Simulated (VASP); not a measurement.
Band structure of Mg2Ge (space group Fm-3m). Level of theory: PBE GGA, VASP's PBE PAW potentials (set 64) (plane waves; VASP).

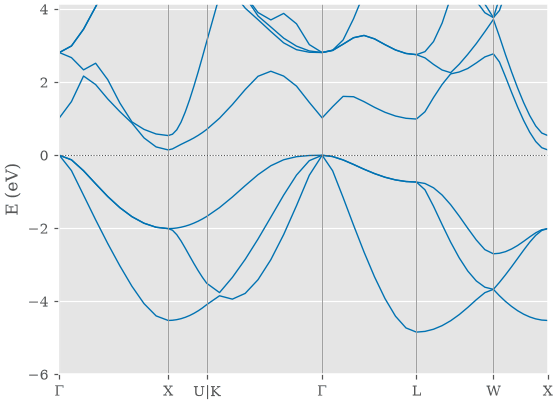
Figure: Bands along high-symmetry lines, zero at the valence-band maximum or, without a gap, the Fermi level

**Question.** Read the plot: is there a gap, and where are the band edges?

**Answer.** The gap is indirect, 0.15 eV, from the valence maximum at Γ to the conduction minimum at X.

The structure is a typed Mg2Ge crystal (Fm-3m). The cell was not relaxed at this level.
